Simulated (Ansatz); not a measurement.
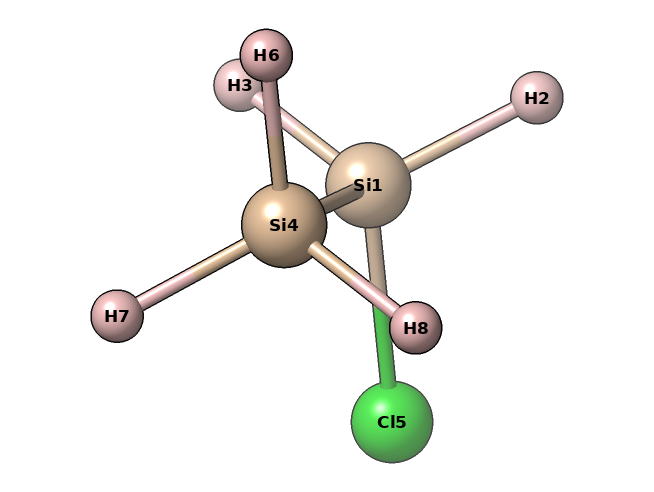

Si1 lies behind Si4. The molecule seen a little off the Si4–Si1 bond, Si4 in front. Atoms fade into the background with distance from the viewer. Computed geometry: PBE0-D4/def2-TZVP optimisation.

What is the torsion angle H6–Si4–Si1–Cl5? The sign is positive where the front bond must turn clockwise to cover the back bond.

Answer. 180°, antiperiplanar (anti). The bonds about Si4–Si1 are staggered.
